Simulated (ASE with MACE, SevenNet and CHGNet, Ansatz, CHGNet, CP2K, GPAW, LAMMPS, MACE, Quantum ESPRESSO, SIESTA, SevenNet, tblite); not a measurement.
## Machine-learned potentials runs on glassy 60SiO2-7Al2O3-17Li2O-17SrO (mol %) (89 atoms)

Aim: run glassy 60SiO2-7Al2O3-17Li2O-17SrO (mol %) (89 atoms) in machine-learned potentials and see how near its forces come to a plane-wave reference, and at what cost.

Calculated with ASE with MACE, SevenNet and CHGNet; the method is named at each step.

## 1. Starting point

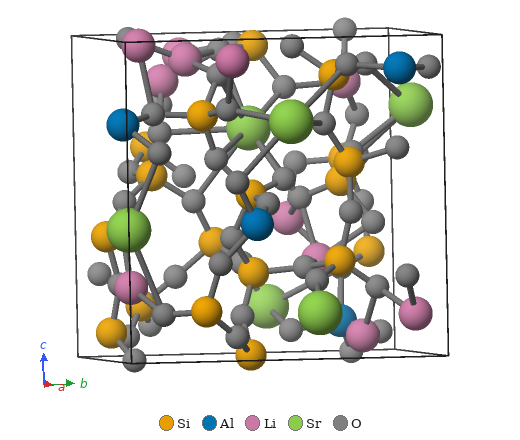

Start, viewed slightly off an axis; silicon orange, aluminium blue, lithium pink, strontium green, oxygen grey. Some periodic images of atoms are drawn too.

The cell holds 89 atoms: 18 Si, 4 Al, 10 Li, 5 Sr and 52 O. Cell: a = 10.427 Å, b = 10.427 Å, c = 10.427 Å, α = 90.0°, β = 90.0°, γ = 90.0°. 89 atoms (18 Si, 4 Al, 10 Li, 5 Sr, 52 O) placed at random at 2.76 g/cm³, melted at 4000 K for 10 ps at fixed volume with the Morse and Coulomb pair potential with partial charges (Pedone, Malavasi, Menziani, Cormack and Segre, J. Phys. Chem. B 110, 11780 (2006)). Quenched from 4000 K to 300 K at 50 K/ps and fixed volume, held 10 ps at zero pressure.

The yardstick, on the same geometry:

```
method                                           : Kohn-Sham DFT, PBE, SSSP efficiency 1.3.0 pseudopotentials, plane waves (Quantum ESPRESSO 7.5); sssp-pbe-1.3.0-efficiency, cutoffs 60/480 Ry, Γ point
r.m.s. force component                           : 1.466 eV/Å
longest force                                    : 6.641 eV/Å
pressure                                         : 4.549 GPa
gap (highest filled to lowest empty level) : 2.469 eV
time                                             : 2.5 min on 4 MPI ranks of Arm Neoverse V2, shared host
CPU time                                         : 10 min
```

## 2. MACE MP-0b2 small potential

Method: machine-learned interatomic potential MACE MP-0b2 small, trained on PBE(+U) plane-wave data.

File run.py:

```python
import numpy as np
from ase.io import read
import mlip  # loads the published weights by name

atoms = read("structure.xyz")
atoms.calc = mlip.calc("mace-mp-0b2-small")
energy = atoms.get_potential_energy()
forces = atoms.get_forces()
print(f"energy {energy:.6f} eV")
print("forces (eV/A)")
for i, (a, f) in enumerate(zip(atoms, forces)):
    print(f"{i:4d} {a.symbol:2s} {f[0]:10.5f} {f[1]:10.5f} {f[2]:10.5f}")
stress = -atoms.get_stress(voigt=False) * 160.21766
print("stress (GPa, compression positive)")
for row in stress:
    print(" ".join(f"{x:10.4f}" for x in row))
```

File structure.xyz:

```xyz
89
Lattice="10.42707 0.00000 0.00000 0.00000 10.42707 0.00000 0.00000 0.00000 10.42707" Properties=species:S:1:pos:R:3 pbc="T T T"
Si 4.05519 0.43387 0.85398
Si 3.09674 2.02462 5.90214
Si 7.29019 3.02197 7.90455
Si 7.70321 7.30708 9.14120
Si 4.84098 0.20281 3.99805
Si 9.05695 2.73471 1.58648
Si 7.02263 7.49435 3.08787
Si 5.31113 4.93440 2.72511
Si 7.04422 7.86284 6.28127
Si 2.51657 4.13089 3.66814
Si 1.53372 1.85122 1.65415
Si 1.21528 8.66938 6.26719
Si 4.10065 8.06774 5.61811
Si 6.96445 4.51586 0.10281
Si 0.83542 9.49906 3.21894
Si 0.27726 2.32107 6.76435
Si 2.47820 5.52770 10.02761
Si 6.82942 4.65433 5.28746
Al 2.42940 8.24844 1.03478
Al 10.28537 9.03589 9.37738
Al 9.87141 4.32317 4.39584
Al 8.40453 0.21344 7.69695
Li 2.26591 8.53904 8.78793
Li 2.62283 2.48279 8.94538
Li 10.40893 3.52164 9.73336
Li 1.69805 6.69877 4.38187
Li 5.49590 8.45698 0.61207
Li 7.18373 0.98338 10.22739
Li 6.62275 0.67609 2.36611
Li 3.86114 7.30479 3.06379
Li 8.39525 9.71740 1.34885
Li 4.67612 2.93459 9.67570
Sr 10.30539 5.43647 7.71728
Sr 10.41164 6.24008 1.49816
Sr 8.70316 0.29008 4.28448
Sr 4.21994 5.04764 7.39748
Sr 5.10363 10.25075 8.04532
O 8.38691 4.93555 5.02126
O 4.54203 0.65273 2.43003
O 7.23430 6.02487 10.08798
O 6.42182 3.72330 9.20627
O 5.17162 0.98056 10.40288
O 5.37588 8.23551 6.56989
O 3.73623 9.33671 0.68631
O 7.60999 6.95590 7.57141
O 1.57824 1.54613 5.99869
O 6.00495 5.87941 5.76116
O 1.25021 0.55045 2.70562
O 0.77004 7.14202 6.15875
O 2.85243 8.82766 6.40441
O 7.88141 9.30939 6.74225
O 3.84988 2.18583 7.30156
O 9.43066 3.16451 3.13427
O 2.98642 3.40214 5.03534
O 7.25453 7.84554 4.67456
O 7.09823 1.43487 7.99037
[... 29 atom lines left out ...]
O 6.76602 8.74643 2.21210
O 3.97678 0.96586 5.08758
O 2.22868 2.87933 2.58143
O 9.04371 10.20560 9.36121
```

Run with:

```sh
OMP_NUM_THREADS=1 python run.py > output.txt
```

The log of the run:

```text
energy -628.878363 eV
forces (eV/A)
   0 Si   -1.03565    0.75802    4.36569
   1 Si   -0.38272   -0.36364   -0.23504
   2 Si    1.61353    2.42628   -1.08338
   3 Si    1.58754   -0.52145    1.30618
   4 Si   -1.29112   -1.32595   -0.35235
   5 Si    1.55549   -0.26682    3.61851
   6 Si    2.25464   -2.72885   -0.05485
   7 Si    2.94407    1.77807    1.39260
   8 Si   -0.53845    0.13346    0.34477
   9 Si   -1.01509   -3.60177   -0.99732
  10 Si   -0.84785   -2.57506    1.95401
  11 Si   -0.26663   -1.55765    0.37125
  12 Si   -0.89977    2.97420   -2.02502
  13 Si    1.41512    0.88690    1.09720
  14 Si    0.80371    0.27208    0.23226
  15 Si    0.34169   -1.57979   -0.73010
  16 Si    0.51985    3.58421   -3.30259
  17 Si    0.64900   -0.50668   -1.62259
  18 Al   -1.00556    0.44001    0.16953
  19 Al   -0.65608   -0.75772   -1.92859
  20 Al   -0.45381   -0.50042   -1.40896
  21 Al    1.61660   -0.13670    1.62260
  22 Li   -0.02502   -0.88529   -0.64439
  23 Li   -0.96407    0.26306   -0.47909
[...]
81 O    -0.51965   -1.52426    1.26995
  82 O    -0.59615    1.62565   -0.64750
  83 O     0.11365   -0.10650   -0.08314
  84 O    -0.67898   -0.83843   -1.64322
  85 O    -0.34211    3.76331   -2.16867
  86 O    -0.67876    0.20217    0.10202
  87 O     0.93342    2.14009    1.29872
  88 O    -1.10254    1.39990   -0.50957
stress (GPa, compression positive)
    6.3604    -0.5404    -0.8614
   -0.5404     5.7226     1.2691
   -0.8614     1.2691     2.3646
```

The job ended after 9 s (1 thread of Arm Neoverse V2, shared host; peak memory 0.68 GiB).

Banners, paths, timers and routine set-up lines are dropped from the logs unmarked, and long logs keep their key lines alone; longer cuts are marked.

Compared with the plane-wave run:

| Property | Result |
| --- | --- |
| r.m.s. force component | 1.406 eV/Å |
| r.m.s. difference of force components | 122.6 meV/Å |
| longest difference of force vectors | 614.3 meV/Å |
| force difference over r.m.s. force | 8.358 % |
| slope of forces against the reference's | 0.9562 |
| correlation of force components | 0.9972 |
| pressure | 4.816 GPa |
| pressure difference | 0.2669 GPa |

Length of the force difference by element (eV/Å):

```tsv
element	atoms	mean	most
Al	4	0.25	0.41
Li	10	0.17	0.27
O	52	0.16	0.45
Si	18	0.26	0.61
Sr	5	0.18	0.29
```

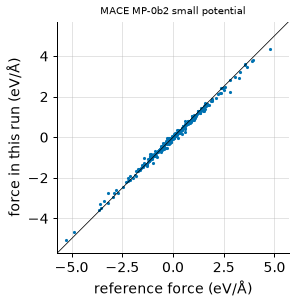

Force components against those of the reference; the line marks equality.

The surroundings of O83, picked at random, nearest first, numbered as they follow in the input and with coordinates relative to it.

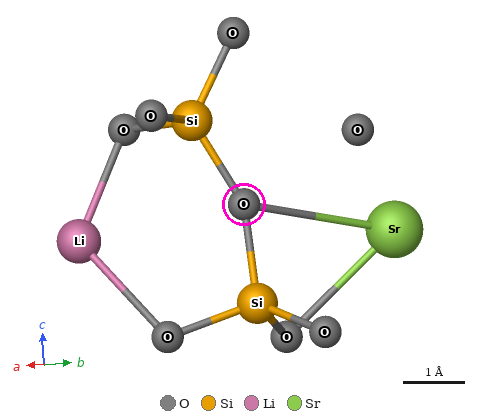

The atoms of the table, within 3.0 Å (arrows a, b, c point along x, y, z); some may hide others; the central atom is ringed.

```tsv
atom	x	y	z	distance (Å)	Fx	Fy	Fz (eV/Å)
O83	0.00	0.00	0.00	0.00	-0.60	1.63	-0.65
Si12	0.44	-0.65	1.42	1.62	-0.27	-1.56	0.37
Si15	0.06	0.18	-1.63	1.64	0.80	0.27	0.23
O49	0.00	-2.17	1.31	2.54	-0.34	-1.42	-0.56
O81	1.14	-0.93	-2.10	2.56	1.32	-1.68	-1.01
O79	-1.35	-0.09	-2.22	2.60	-2.45	-0.22	-0.64
O50	2.08	-0.49	1.56	2.64	1.32	1.34	1.45
O48	0.48	1.66	-2.14	2.75	0.20	1.30	-0.42
Li26	0.93	-2.62	-0.47	2.81	-0.57	0.27	0.83
O59	-0.11	-0.09	2.81	2.82	-0.51	0.62	2.41
Sr35	-2.50	1.40	-0.56	2.92	-0.09	-0.05	1.04
O46	0.81	2.66	1.15	3.01	-1.37	-0.91	0.00
```

Atoms are counted from 1 here, from 0 in the log.

Forces lie 8.4 % from the reference's, at 0.0084 times its CPU time (on 1 against 4 cores).

## 3. SevenNet l3i5 potential

Method: machine-learned interatomic potential SevenNet l3i5, trained on PBE(+U) plane-wave data.

Changes to run.py since step 2:

```diff
@@ -5,3 +5,3 @@
 atoms = read("structure.xyz")
-atoms.calc = mlip.calc("mace-mp-0b2-small")
+atoms.calc = mlip.calc("7net-l3i5")
 energy = atoms.get_potential_energy()
```

structure.xyz is that of step 2.

The log of the run:

```text
energy -628.323242 eV
forces (eV/A)
   0 Si   -1.06852    0.77831    4.58508
   1 Si   -0.45103   -0.41893   -0.13638
   2 Si    1.75531    2.39645   -1.23032
   3 Si    1.65345   -0.45570    1.21793
   4 Si   -1.15479   -1.35848   -0.18099
   5 Si    1.56746   -0.47116    3.52900
   6 Si    2.55198   -2.58520   -0.19873
   7 Si    3.14519    1.81949    1.55002
   8 Si   -0.28572    0.05750    0.31921
   9 Si   -0.98890   -3.67687   -0.76071
  10 Si   -1.09185   -2.81974    2.06445
  11 Si   -0.39510   -1.60686    0.31679
  12 Si   -0.93152    3.01695   -1.97026
  13 Si    1.48759    1.01125    1.09438
  14 Si    0.73980    0.23701    0.35080
  15 Si    0.19151   -1.77479   -0.82939
  16 Si    0.46367    3.64465   -3.54829
  17 Si    0.73309   -0.40544   -1.58112
  18 Al   -1.22040    0.48289    0.10682
  19 Al   -0.90769   -0.78560   -2.01051
  20 Al   -0.60048   -0.61812   -1.22321
  21 Al    1.56059   -0.15025    1.59760
  22 Li   -0.05060   -0.98389   -0.75926
  23 Li   -1.06084    0.24563   -0.49881
[...]
81 O    -0.54313   -1.57287    1.33810
  82 O    -0.55372    1.68916   -0.63071
  83 O     0.14568   -0.09291   -0.11543
  84 O    -0.72204   -0.89333   -1.66269
  85 O    -0.38627    3.84020   -2.12468
  86 O    -0.70494    0.14360    0.07807
  87 O     1.00525    2.29053    1.28245
  88 O    -1.04465    1.38522   -0.42659
stress (GPa, compression positive)
    6.1183    -0.4942    -1.0028
   -0.4942     5.6238     1.4027
   -1.0028     1.4027     2.0223
```

It took 12 s on 1 thread; peak memory 1.6 GiB.

Numbers from this run, and their distance from the reference:

```
r.m.s. force component                  : 1.441 eV/Å
r.m.s. difference of force components   : 62.05 meV/Å
longest difference of force vectors     : 313 meV/Å
force difference over r.m.s. force      : 4.232 %
slope of forces against the reference's : 0.9821
correlation of force components         : 0.9992
pressure                                : 4.588 GPa
pressure difference                     : 0.0391 GPa
```

Against the first run (8.4 %), the force difference from the reference is 4.2 %, at 1.5 times the CPU time.

## 4. CHGNet r2SCAN potential

Method: machine-learned interatomic potential CHGNet r2SCAN, trained on r2SCAN plane-wave data.

Changes to run.py since step 3:

```diff
@@ -5,3 +5,3 @@
 atoms = read("structure.xyz")
-atoms.calc = mlip.calc("7net-l3i5")
+atoms.calc = mlip.calc("chgnet-r2scan")
 energy = atoms.get_potential_energy()
```

structure.xyz is that of step 3.

The log of the run:

```text
CHGNet vr2scan initialized with 412,525 parameters
CHGNet will run on cpu
energy -853.842407 eV
forces (eV/A)
   0 Si   -1.06699    0.38159    3.79150
   1 Si   -0.53111   -0.47002   -0.08646
   2 Si    1.39479    1.86303   -0.86557
   3 Si    1.46857   -0.62939    1.13068
   4 Si   -1.11329   -1.22335   -0.21295
   5 Si    1.80735   -0.02914    2.97952
   6 Si    1.66181   -2.38213    0.19119
   7 Si    2.86974    1.63123    1.33438
   8 Si   -0.26954    0.15492    0.53495
   9 Si   -1.07894   -3.06106   -0.46676
  10 Si   -0.77525   -2.21703    1.72095
  11 Si   -0.07069   -1.24780    0.30638
  12 Si   -0.87416    2.83330   -1.43956
  13 Si    1.12551    0.76608    0.81408
  14 Si    0.45448    0.50019    0.46053
  15 Si    0.18083   -1.33530   -0.98708
  16 Si    0.48542    3.27444   -2.96236
  17 Si    0.53489   -0.20397   -1.42045
  18 Al   -0.77908    0.16847    0.00549
  19 Al   -0.47515   -0.78372   -1.57008
  20 Al   -0.39458   -0.50462   -0.97623
  21 Al    1.04523   -0.10207    1.03104
  22 Li   -0.09843   -0.67496   -0.42734
  23 Li   -0.66089    0.24567   -0.37091
[...]
81 O    -0.34250   -1.15682    1.17051
  82 O    -0.39022    1.28781   -0.58289
  83 O     0.02770    0.03873   -0.19127
  84 O    -0.50305   -0.63537   -1.40509
  85 O    -0.25586    3.06207   -1.66362
  86 O    -0.63250    0.27756   -0.01068
  87 O     0.75737    1.92717    1.04589
  88 O    -0.74911    1.09616   -0.57726
stress (GPa, compression positive)
    1.7848    -0.3597    -0.7646
   -0.3597     1.7976     1.2084
   -0.7646     1.2084    -1.8302
```

Run time: 2.9 s. Hardware: 1 thread; peak memory 1.3 GiB.

Against the reference:

```yaml
r_m_s_force_component: 1.175 eV/Å
r_m_s_difference_of_force_components: 354.8 meV/Å
longest_difference_of_force_vectors: 1300 meV/Å
force_difference_over_r_m_s_force: 24.2 %
slope_of_forces_against_the_reference_s: 0.792
correlation_of_force_components: 0.988
pressure: 0.5841 GPa
pressure_difference: -3.965 GPa
```

Against the first run (8.4 %), the force difference from the reference is 24 %, at 0.51 times the CPU time; this potential was trained at another functional than the reference's.

## 5. All runs compared

Differences are against the plane-wave reference, forces as r.m.s. over components; share is that over the reference's r.m.s. force, slope the least-squares factor from reference forces to these. Total energies of different programs have different zeros and aren't compared.

```tsv
run	Δ force, r.m.s. (meV/Å)	share (%)	slope	Δ pressure (GPa)	cores	CPU time	memory (GiB)
reference	-	-	-	-	4	10 min	3.6
MACE MP-0b2 small potential	123	8.36	0.956	0.267	1	5.1 s	0.68
SevenNet l3i5 potential	62.1	4.23	0.982	0.0391	1	7.5 s	1.6
CHGNet r2SCAN potential	355	24.2	0.792	-3.96	1	2.6 s	1.3
```

Times of the machine-learned potentials are mostly Python's start and the loading of weights.

CPU time is summed over cores on a shared host, where runs went side by side, so it is rough. Symmetry, cutoffs, thresholds, outputs and thread counts weren't matched or tuned between programs; memory under MPI is the largest rank's times the ranks.

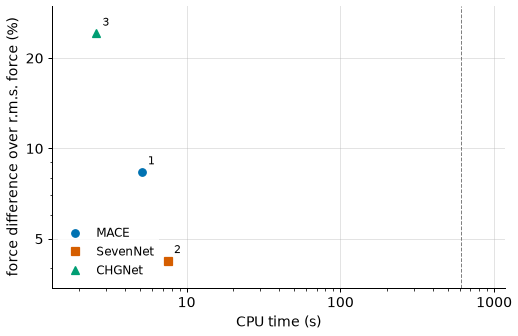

Force difference against CPU time; the dashed line marks the reference's time. Points: 1 MACE MP-0b2 small potential; 2 SevenNet l3i5 potential; 3 CHGNet r2SCAN potential.

## 6. What came out

| Property | Result |
| --- | --- |
| nearest in forces | SevenNet l3i5 potential, 4.2 % |
| its CPU time | 7.5 s |

Machine-learned potentials differ by 4.2 % (SevenNet l3i5 potential) to 24 % (CHGNet r2SCAN potential); they were trained on other programs' data, some at another functional. The reference's pressure holds the uncorrected Pulay stress of its 60 Ry basis, so small pressure differences, and their order, may be the reference's own error. Machine-learned potentials mimic data converged in k, so the reference's own k-point error enters their differences. The quench rate of 50 K/ps is many orders above laboratory rates, so the cell is likely richer in defects and strain than a real sample. The network of bonds at the start is that of the classical potential that made the cell, and needn't be the one that DFT or experiment would give. The reference's stress is far from hydrostatic: its diagonal is 5.9, 5.6, 2.1 GPa, compression counted positive. The electronic-structure runs sample only Γ, in a cell whose shortest periodic width is 10 Å.

[Also dropped from logs without a mark: logging warnings of Python, and SIESTA's first energy breakdown and zero terms.]

[Logs are printed without paths, hosts, clocks, repeated set-up lines and the standing remarks that a program may print on its own settings, such as how far it seeks lower states.]

[Hosts, paths, dates, database ids (printed as entryN), source tags and the programs' standing remarks are cut or masked in the printed files.]
